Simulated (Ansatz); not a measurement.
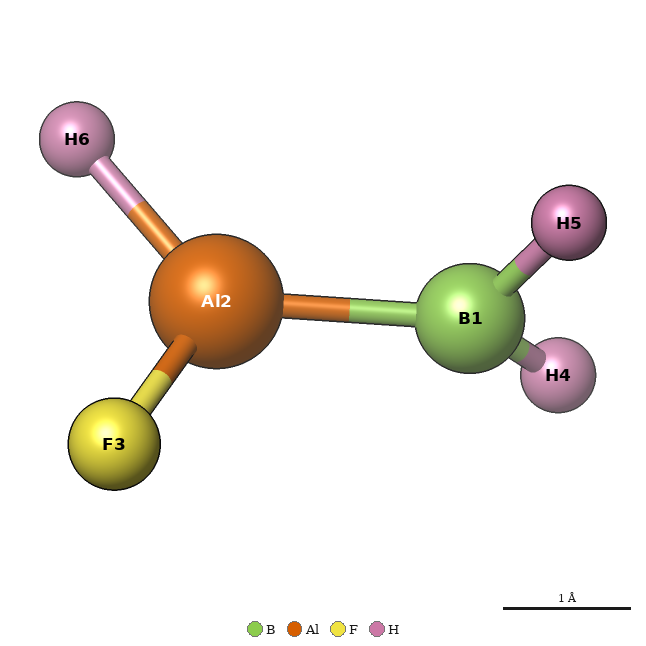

Source: calculation with Ansatz.

Orthographic view. Depth is shown by fading: the farther an atom, the more it takes the colour of the background. Geometry: atoms displaced at random (about 0.09 Å) from a stationary point of PBE0-D4.

Give the geometry as a Z-matrix, atoms in numerical order, with these reference atoms: 2 to 1; 3 to 2, 1; 4 to 1, 2, 3; 5 to 1, 4, 2; 6 to 2, 3, 1.

```
B  
Al   1   2.001
F    2   1.746   1   116.1
H    1   1.133   2   131.7   3   103.3
H    1   1.278   4   102.5   2  -162.3
H    2   1.805   3   113.2   1  -170.4
```
